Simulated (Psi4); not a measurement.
# SiH3Cl (SiClH3) at HF/CBS (density fitting, extrapolation scf/cc-pv[dtq]z)

What is the vertical electron affinity of SiH3Cl (SiClH3) at HF/CBS (density fitting, extrapolation scf/cc-pv[dtq]z)? 

Program for the calculation: Psi4 1.11.

5 further runs of the same task are left out: 5 that didn't finish.

**1. Starting point**

SiH3Cl has 5 atoms, charge 0, and is taken as a singlet. SMILES: `[H][Si]([H])([H])Cl`. Geometry: relaxed at GFN2-xTB.

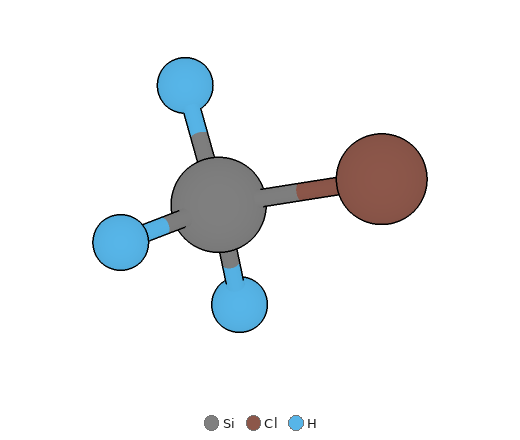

Viewed from a chosen angle; silicon grey, chlorine brown, hydrogen blue.

**2. A single-point energy at HF/CBS (density fitting, extrapolation scf/cc-pv[dtq]z)**

File calc.dat:

```
memory 1.6 GB

molecule mol {
  0 1
  Si     0.000290     0.001940    -0.129410
  Cl     0.010690    -0.020840     1.880630
  H      1.382330     0.011210    -0.594910
  H     -0.700750     1.203700    -0.566480
  H     -0.692550    -1.196020    -0.589840
}

set globals {
  reference rhf
  scf_type df
}

e, wfn = energy("scf/cc-pv[dtq]z", return_wfn=True)
print_variables()
```

Command:

```
$ psi4 -i calc.dat -o calc.out -n 1
```

calc.out:

```text
[...]
  Running in c1 symmetry.
[...]
  Nuclear repulsion =   88.098848297496644
[...]
  Multiplicity = 1
[...]
  Nalpha       = 17
  Nbeta        = 17
[...]
    Number of basis functions: 208
[...]
   @DF-RHF iter   1:  -750.24072542397676   -3.19190e-01   8.59535e-04 ADIIS/DIIS
[...]
   @DF-RHF iter   7:  -750.21913537189630   -2.97780e-09   2.02703e-07 DIIS
[...]
    Orbital Energies [Eh]
    ---------------------
    Doubly Occupied:
       1A   -104.822450     2A    -68.822738     3A    -10.552951
       4A     -8.020097     5A     -8.017355     6A     -8.017354
       7A     -6.171683     8A     -4.278783     9A     -4.276872
      10A     -4.276871    11A     -1.106939    12A     -0.737456
      13A     -0.535260    14A     -0.535221    15A     -0.532934
      16A     -0.450300    17A     -0.450118
[...]
  @DF-RHF Final Energy:  -750.21913537189630
   => Energetics <=
    Nuclear Repulsion Energy =             88.0988482974966445
    One-Electron Energy =               -1213.4251691703329925
    Two-Electron Energy =                 375.1071855009399769
    Total Energy =                       -750.2191353718963001
[...]
 Multipole Moments:
 ------------------------------------------------------------------------------------
     Multipole            Electronic (a.u.)      Nuclear  (a.u.)        Total (a.u.)
 ------------------------------------------------------------------------------------
 L = 1.  Multiply by 2.5417464519 to convert [e a0] to [Debye]
 Dipole X            :          0.0300793           -0.0308509           -0.0007716
 Dipole Y            :         -0.0480514            0.0558927            0.0078413
 Dipole Z            :          4.5310256           -5.1222881           -0.5912625
 Magnitude           :                                                    0.5913150
[...]
```

It took 11 s on 1 thread of AMD EPYC 7R43 (Zen 3), shared host; peak memory 0.45 GiB.

**3. The doublet anion, same level**

File input.dat:

```
memory 1.6 GB

molecule geom {
  -1 2
  Si     0.000290     0.001940    -0.129410
  Cl     0.010690    -0.020840     1.880630
  H      1.382330     0.011210    -0.594910
  H     -0.700750     1.203700    -0.566480
  H     -0.692550    -1.196020    -0.589840
}

set {
  reference uhf
  scf_type  df
}

result, w = energy('scf/cc-pv[dtq]z', return_wfn=True)
```

Command:

```
$ psi4 -n 1 input.dat output.dat
```

output.dat:

```text
[...]
  Running in c1 symmetry.
[...]
  Nuclear repulsion =   88.098848297496644
[...]
  Multiplicity = 2
[...]
  Nalpha       = 18
  Nbeta        = 17
[...]
    Number of basis functions: 208
[...]
   @DF-UHF iter   1:  -750.11504118936546   -1.93505e-01   1.23916e-03 ADIIS/DIIS
[...]
   @DF-UHF iter  11:  -750.10073418190268   -9.49603e-09   2.09495e-07 DIIS
[...]
   @S^2 Observed:                7.566767755E-01
[...]
    Orbital Energies [Eh]
    ---------------------
    Alpha Occupied:
       1A   -104.595845     2A    -68.575730     3A    -10.329217
       4A     -7.796401     5A     -7.792215     6A     -7.792212
       7A     -5.921868     8A     -4.031511     9A     -4.027340
      10A     -4.027328    11A     -0.897434    12A     -0.511365
      13A     -0.325881    14A     -0.311292    15A     -0.311154
      16A     -0.227131    17A     -0.226988    18A      0.101459
    Alpha Virtual:
      19A      0.386446    20A      0.386880    21A      0.410088
      22A      0.608388    23A      0.608421    24A      0.636423
      25A      0.647010    26A      0.708394    27A      0.708557
[...]
  @DF-UHF Final Energy:  -750.10073418190268
   => Energetics <=
    Nuclear Repulsion Energy =             88.0988482974966445
    One-Electron Energy =               -1221.2113255212307195
    Two-Electron Energy =                 383.0117430418312665
    Total Energy =                       -750.1007341819026806
  UHF NO Occupations:
  HONO-2 :   16  A 1.9995284
  HONO-1 :   17  A 1.9977664
[...]
 Multipole Moments:
 ------------------------------------------------------------------------------------
     Multipole            Electronic (a.u.)      Nuclear  (a.u.)        Total (a.u.)
 ------------------------------------------------------------------------------------
 L = 1.  Multiply by 2.5417464519 to convert [e a0] to [Debye]
 Dipole X            :          0.0384961           -0.0308509            0.0076452
 Dipole Y            :         -0.0714939            0.0558927           -0.0156012
 Dipole Z            :          6.5089713           -5.1222881            1.3866833
 Magnitude           :                                                    1.3867921
[...]
```

It took 14 s on 1 thread of AMD EPYC 7R43 (Zen 3), shared host; peak memory 0.45 GiB.

**4. What came out**

Level: HF/CBS (density fitting, extrapolation scf/cc-pv[dtq]z).

```
                                         quantity          value
                     singlet SiH3Cl: total energy  -750.26997 Eh
                      doublet anion: total energy  -750.21658 Eh
 doublet anion: ⟨S²⟩ of the reference determinant          0.757
vertical electron affinity (to the doublet anion)      -1.453 eV
```

In words: The anion lies 1.45 eV (140 kJ/mol) above the neutral: the electron isn't bound at this level, and such a value depends on the basis. Without diffuse functions anions come out too high.
